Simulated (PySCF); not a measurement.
## Electronic structure of C₃H₉NOSi₂ in real space

Input

```
{"job": {"kind": "nmr", "xc": "PBE0", "basis": "pcSseg-1"}, "charge": 0, "multiplicity": 1}
N     -2.524677    -2.528466    -0.552116
C     -1.866213    -1.766276    -0.006746
C     -1.046788    -0.796442     0.639735
Si    -1.669923     0.999773     0.294929
C      0.389384    -0.848360     0.132002
O      0.912254     0.446376     0.223601
Si     2.467119     0.902576     0.058243
H     -1.080901    -0.976785     1.717140
H     -1.089846     1.889604     1.292984
H     -1.354284     1.356763    -1.082661
H     -3.125053     0.947280     0.471528
H      1.004589    -1.549346     0.709051
H      0.406532    -1.172916    -0.916498
H      2.959966     0.594079    -1.287025
H      2.312881     2.320884     0.329741
H      3.297360     0.190201     1.034612
```

Launched as:

```sh
OMP_NUM_THREADS=1 python probes_run.py task.json out
```

Geometry: GFN2-xTB.

Theory: PBE0/pcSseg-1, SCF density, gas phase, non-relativistic in PySCF 2.14.0.

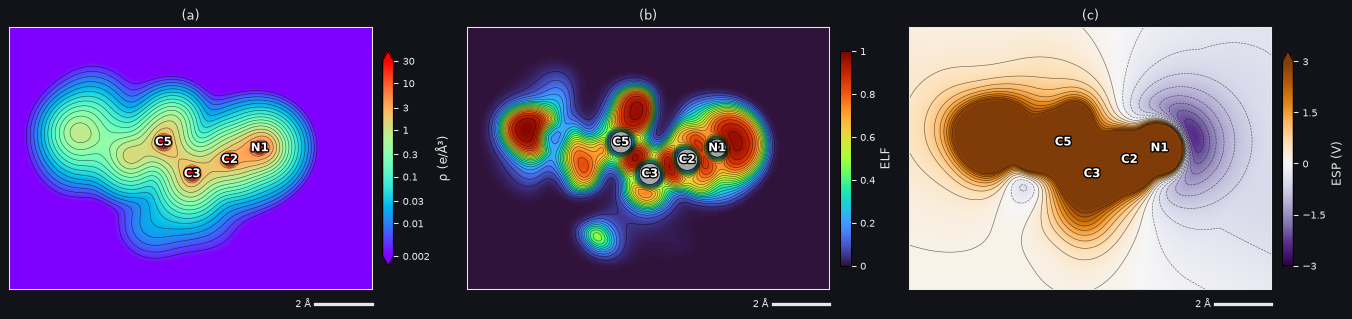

Figure 1. (a) total electron density; (b) electron localisation function; (c) molecular electrostatic potential on the plane of atoms C2, C3 and C5. Grey discs cover the atomic cores in the ELF map.

Question: What do the fields say about this system?

Answer: The section cuts through N and C sites.
C–N (1.15 Å): the density is about 3.6 e/Å³ at the midpoint; the ELF peaks at about 0.85 between the atoms: a multiple bond.
C–C (1.42 Å): the density is about 1.9 e/Å³ at the midpoint; the ELF peaks at about 0.95 between the atoms (a covalent bond).
C–C (1.52 Å): ρ is about 1.7 e/Å³ halfway; the ELF peaks at about 0.95 between the atoms: a shared electron pair.
The ELF also peaks beside O6 and N1, away from the bonds: lone-pair regions.
Outside the dense part of the molecule the potential is most negative (−2.4 V) near N1.

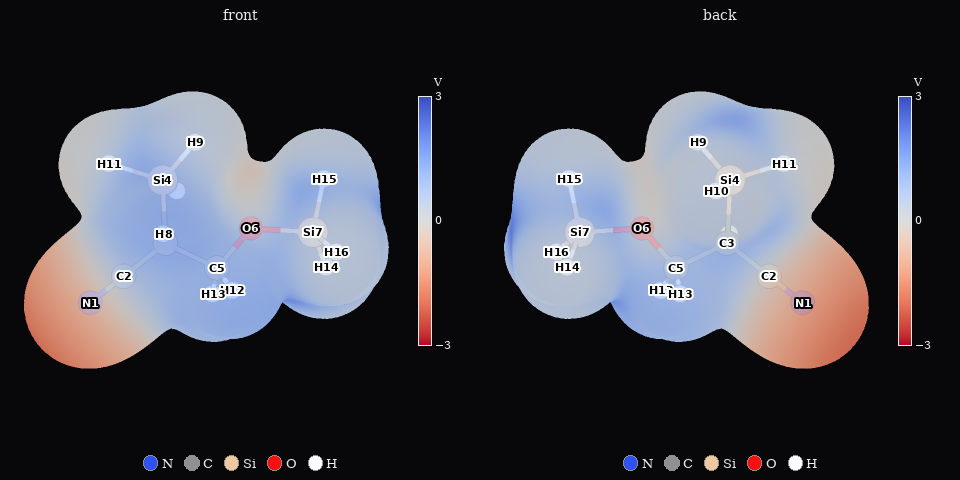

Figure 2. The molecular electrostatic potential painted on the density surface at 0.002 e/bohr³, seen from the front and from behind; the colour scale runs from red (negative) to blue (positive).

Question: Where is the surface potential most negative and most positive?

Answer: The most negative region (about −1.9 V) lies over N1, the most positive (about +2.0 V) over Si7. N1 is the likeliest acceptor of a hydrogen bond.

Question: How polar is the molecule by this calculation?

Answer: Its dipole moment is 4.39 D.
